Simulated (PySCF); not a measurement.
# SiNH4 (SMILES N[SiH2]): U-r2SCAN/STO-6G

What is the vertical ionisation energy of SiNH4 at U-r2SCAN/STO-6G? Input form: a Python script.

The results are computed with PySCF 2.14.0.

4 further runs of the same task are left out: 4 set aside as unsound or not needed.

### 1 The system as given

The species is SiNH4 (6 atoms), meant as a doublet with charge 0. SMILES: `N[SiH2]`. Geometry: relaxed at PBE0-D4/def2-TZVP. This is one conformer, not always the lowest.

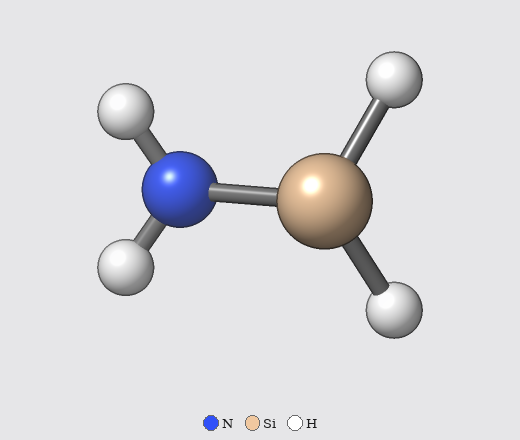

Viewed from a chosen angle; nitrogen blue, silicon light orange, hydrogen white.

### 2 A single-point energy at U-r2SCAN/STO-6G

Contents of input.py:

```python
from pyscf import gto, dft

molecule = gto.M(
    atom='''
N     -0.062300    -0.863500     0.020900
Si     0.307400     0.815300     0.161600
H      0.565000    -1.475900    -0.476400
H     -0.503600    -1.346500     0.787600
H      0.657400     1.307800    -1.204100
H     -0.921600     1.498900     0.664300
''',
    spin=1,
    verbose=3,
    basis='sto-6g',
    max_memory=1860,
)

mf = dft.UKS(molecule)
mf.xc = 'r2scan'
mf.grids.level = 5
mf.conv_tol = 1e-10
mf.kernel()
if not mf.converged:
    mf = mf.newton().run(mf.mo_coeff, mf.mo_occ)

e_tot = mf.e_tot
print('Final energy', e_tot)
```

On the command line:

```console
$ OMP_NUM_THREADS=1 python input.py
```

The program printed:

```text
converged SCF energy = -345.292312624967  <S^2> = 0.75062081  2S+1 = 2.0006207
Final energy -345.29231262496694
```

Wall time 7.8 s (1 thread of Arm Neoverse V1, shared host); peak memory 0.21 GiB.

### 3 The singlet cation, same level

Contents of input.py:

```python
from pyscf import gto, dft

mol = gto.M(
    atom='''
N   -0.062300  -0.863500   0.020900
Si   0.307400   0.815300   0.161600
H    0.565000  -1.475900  -0.476400
H   -0.503600  -1.346500   0.787600
H    0.657400   1.307800  -1.204100
H   -0.921600   1.498900   0.664300
''',
    spin=0,
    charge=1,
    basis='sto-6g',
    verbose=3,
    max_memory=1860,
)

mf = dft.RKS(mol)
mf.xc = 'r2scan'
mf.grids.level = 5
mf.conv_tol = 1e-10
mf.kernel()
if not mf.converged:
    mf = mf.newton().run(mf.mo_coeff, mf.mo_occ)

e_tot = mf.e_tot
print(f'total energy: {e_tot:.8f} hartree')
```

On the command line:

```console
$ OMP_NUM_THREADS=1 python input.py
```

The program printed:

```text
converged SCF energy = -345.111815768754
total energy: -345.11181577 hartree
```

Wall time 5.1 s (1 thread of Arm Neoverse V1, shared host); peak memory 0.2 GiB.

### 4 Summary of results

At U-r2SCAN/STO-6G:

| quantity | value |
| --- | --- |
| doublet SiNH4: total energy | -345.29231 Eh |
| doublet SiNH4: dipole moment | 1.53 D |
| doublet SiNH4: HOMO energy (highest over α and β) | -0.76 eV |
| doublet SiNH4: LUMO energy (lowest over α and β) | 1.36 eV |
| doublet SiNH4: ⟨S²⟩ | 0.751 |
| singlet cation: total energy | -345.11182 Eh |
| singlet cation: HOMO energy | -12.92 eV |
| singlet cation: LUMO energy | -8.90 eV |
| singlet cation: HOMO–LUMO gap | 4.02 eV |
| vertical ionisation energy (to the singlet cation) | 4.912 eV |

Removing an electron at fixed nuclei costs 4.91 eV (474 kJ/mol). Only the singlet of the ionised species was computed; a triplet could lie lower. In a minimal basis such a difference can be off by several eV, whatever the method. Mulliken charges (doublet SiNH4) run from -0.58 on N1 to +0.52 on Si2; they depend strongly on the basis.
